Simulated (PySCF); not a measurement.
# C₆H₅F₂NO, SMILES `C=C(C#N)O/C=C(/F)CF`: electronic structure

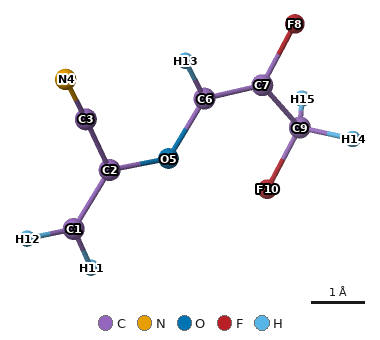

The molecule, with its atoms numbered as below. No frequency check shows the geometry to be a minimum.

Coordinates in Å:

```
C1      -2.4675   -1.6979   -0.0001
C2      -1.7818   -0.5500    0.0004
C3      -2.4860    0.6880    0.0003
N4      -3.0766    1.6699   -0.0001
O5      -0.4195   -0.5649    0.0011
C6       0.2662    0.6021   -0.0007
C7       1.5961    0.6341    0.0007
F8       2.1972    1.8478   -0.0011
C9       2.6006   -0.4792    0.0041
F10      2.0076   -1.7051   -0.0026
H11     -1.9488   -2.6390    0.0001
H12     -3.5410   -1.6985   -0.0010
H13     -0.2929    1.5311   -0.0030
H14      3.2330   -0.4152    0.8961
H15      3.2330   -0.4153   -0.8956
```

## 1. Excited states

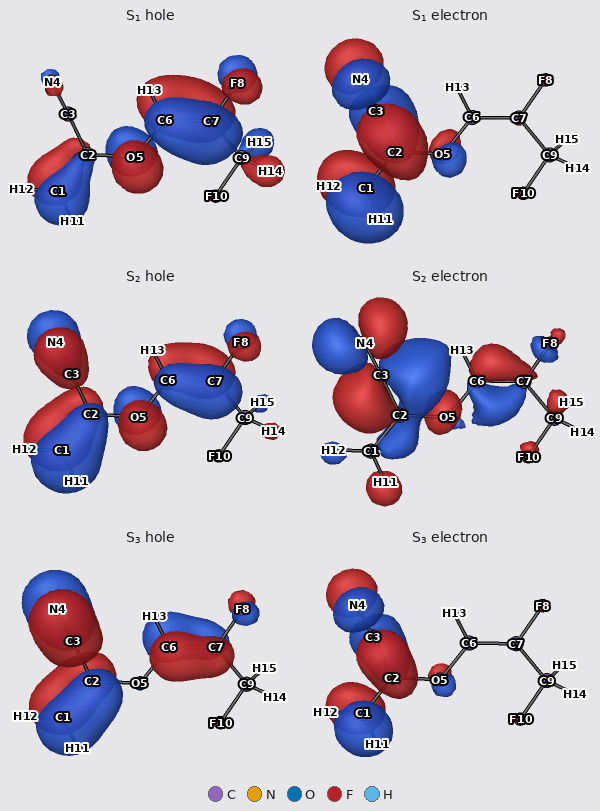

Leading natural transition orbitals (TDA singlet states).

PySCF calculation, BHandHLYP/def2-SVP, gas phase; geometry: GFN2-xTB. Without diffuse functions Rydberg states are missing, so the states' numbers hold for this basis only.

Question: Describe these excited states.

Answer: By state:
- S₁: 5.71 eV (217 nm), f = 0.264 (bright); the leading pair carries 98 %; hole on C7 (25 %), C6 (21 %) and O5 (20 %), electron on C1 (31 %), C2 (21 %) and N4 (18 %); their centroids lie 2.6 Å apart.
- S₂: 6.21 eV (200 nm), f = 0.000 (very weak); the leading pair carries 96 %; hole on C1 (22 %), O5 (16 %) and C7 (14 %), electron on N4 (29 %), C3 (25 %) and C2 (12 %); their centroids lie 1.1 Å apart.
- S₃: 7.08 eV (175 nm), f = 0.248 (bright), π → π*; the leading pair carries 78 %; hole on N4 (31 %), C3 (18 %) and C1 (16 %), electron on N4 (26 %), C1 and C3 (22 % each) and C2 (16 %) (shares are of the whole state, not of the leading pair alone); their centroids lie 0.5 Å apart; S₄ lies within 0.1 eV of it.

## 2. Removing or adding an electron

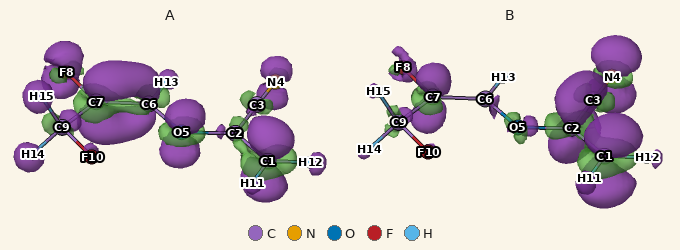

The two Fukui functions at ±0.03 e/Å³ (purple positive, green negative).

PySCF calculation, PBE/def2-SVP, gas phase; geometry: GFN2-xTB.

Question: Which panel is f⁻ (electron removed) and which f⁺ (electron added)?

Answer: A is f⁻, B is f⁺. f⁻ (Hirshfeld-condensed) is largest on C1 (0.14), C7 (0.12) and N4 (0.10); the vertical ionisation energy is 8.33 eV (the stability of the cation's solution wasn't checked). f⁺ (Hirshfeld-condensed) is largest on C1 (0.19), N4 (0.18) and C2 (0.12); the vertical electron affinity is −0.60 eV (the stability of the anion's solution wasn't checked; negative, but this basis has no diffuse functions, so it doesn't show that the anion is unbound).

Question: What chemical potential and hardness follow from the two energies?

Answer: μ = −(I + A)/2 = −3.86 eV and η = I − A = 8.93 eV.

## 3. Localised orbitals

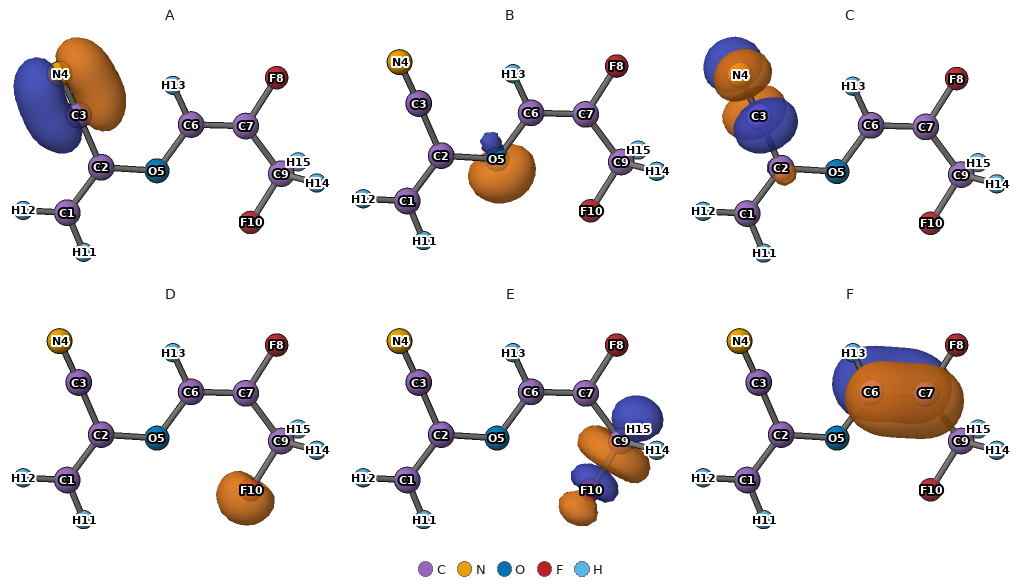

Intrinsic bond orbitals (IBO), occupied and valence-virtual; each surface holds about 80 % of the orbital's density. Energies are diagonal elements of the Fock matrix.

Computed with PySCF, PBE0/cc-pVDZ, geometry: GFN2-xTB.

Question: Name the orbitals, with their atomic make-up and energies.

Answer: By panel:
- A: π bond N4–C3 (N4 51 %, C3 48 %; −10.6 eV)
- B: lone pair on O5 (sp1.6-type) (O5 97 %; −15.3 eV)
- C: π* orbital C3–N4 (C3 51 %, N4 45 %; 2.6 eV)
- D: lone pair on F10 (sp0.4-type) (F10 100 %; −24.8 eV)
- E: σ* orbital C9–F10, mostly on C9 (C9 68 %, F10 31 %; 6.3 eV)
- F: π bond C6–C7 (C6 50 %, C7 49 %; −9.1 eV)

Question: Which has the smallest and which the largest spatial spread?

Answer: Smallest: D (0.58 Å); largest: F (1.18 Å).

Question: How do all the valence pairs divide up?

Answer: 27 pairs: 14 σ bonds, 9 lone pairs and 4 two-centre π bonds.

The PySCF runs shown took 15 min, 8 min and 86 s on 1 thread of Intel(R) Xeon(R) Processor @ 2.50GHz (Skylake/Cascade Lake) (shared host).
